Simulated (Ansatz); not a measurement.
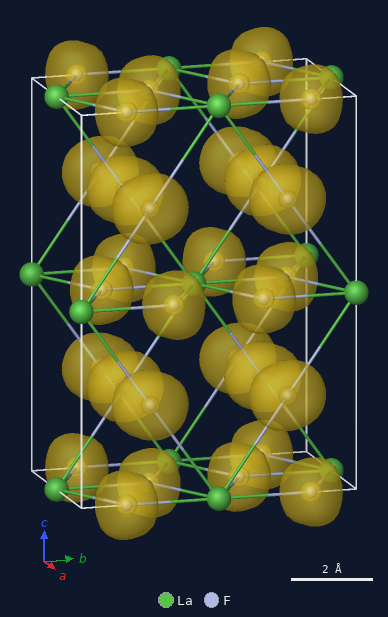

LaF$_{4}$. Isosurface of the electron localisation function at 0.65 (yellow), seen slightly off an axis. Core shells and regions of very low density are left out. Sticks mark near contacts.

Space group Fmmm; a structure generated by program, which may or may not match a known phase; computed without spin polarisation.

All numbers below come from Ansatz, DFT PBE, scalar-relativistic, plane waves, PAW.

```
La F
1.0
     4.23679    0.00000    0.00000
     0.00000    7.14136    0.00000
     0.00000    0.00000   10.02865
La F
4 16
Direct
  0.50000 0.00000 0.00000
  0.00000 0.50000 0.00000
  0.00000 0.00000 0.50000
  0.50000 0.50000 0.50000
  0.50000 0.25000 0.25000
  0.00000 0.75000 0.25000
  0.00000 0.25000 0.75000
  0.50000 0.75000 0.75000
  0.00000 0.25000 0.25000
  0.50000 0.75000 0.25000
  0.50000 0.25000 0.75000
  0.00000 0.75000 0.75000
  0.50000 0.33602 0.00000
  0.00000 0.83602 0.00000
  0.00000 0.33602 0.50000
  0.50000 0.83602 0.50000
  0.00000 0.16398 0.00000
  0.50000 0.66398 0.00000
  0.50000 0.16398 0.50000
  0.00000 0.66398 0.50000
```

What do the ELF domains correspond to?

Answer. At this value the surface marks out 16 regions wrapped around F (the valence shell of each), counted in one cell of 20 atoms. Any copies at cell faces, edges or corners count once. Along the contacts the grid gives the following. La–F (2.40 Å): the ELF is about 0.25 at the midpoint and 0.15 at its lowest between the atoms; no localised pair shows between them.
